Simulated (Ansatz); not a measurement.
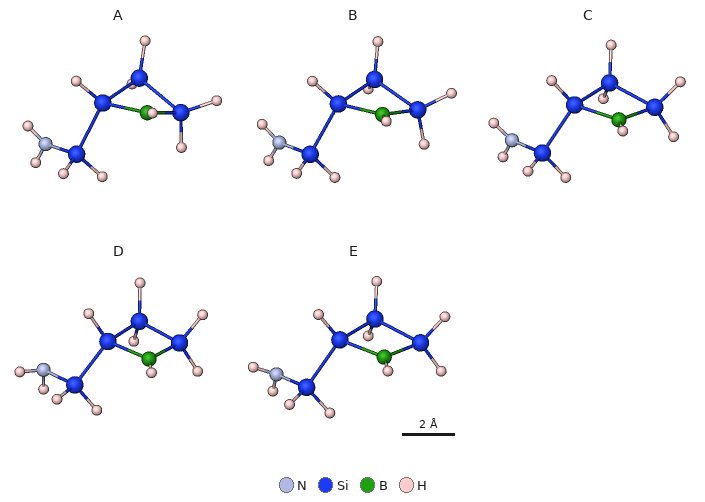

5 geometries from one relaxation of BSi$_{4}$NH$_{10}$, in shuffled order. A ball-and-stick model, seen from a free direction.

The run prepares an end point of a later path (inversion) calculation, from a guessed geometry.

These are results of Ansatz 0.2.0, RHF/6-31G*, not measurements. Settings: no spin polarisation; force threshold 0.015 eV/Å; at most 40 steps.

Put them in the order of the run, from the start to the converged end.

Answer. D, E, C, B, A. They are steps 0, 3, 5, 9, 17, at +155.1 kJ/mol, +11.2 kJ/mol, +5.16 kJ/mol, +1.74 kJ/mol relative to the last. The atom that moves furthest after the best rigid fit is an H atom (1.08 Å). Largest moves by element: H 1.08 Å, N 0.41 Å, B 0.41 Å, Si 0.30 Å. Some distances before and after: Si–Si 2.190 → 2.377 Å, Si–Si 2.215 → 2.362 Å, H–N 1.104 → 0.999 Å, B–Si 1.989 → 2.059 Å. Among the angles between lasting bonds that change: Si–N–H 103.8° → 119.7°, B–Si–Si 97.9° → 86.2°, Si–N–H 108.9° → 120.5°. Groups turn about B–Si by about 35°, B–Si by about 30°, Si–Si by about 30°. The energy falls by 155.1 kJ/mol in 16 accepted moves (17 points after the start). The largest force component goes from 3.7 to 0.013 eV/Å. The line search rejected the trial step at point 10 of the run.
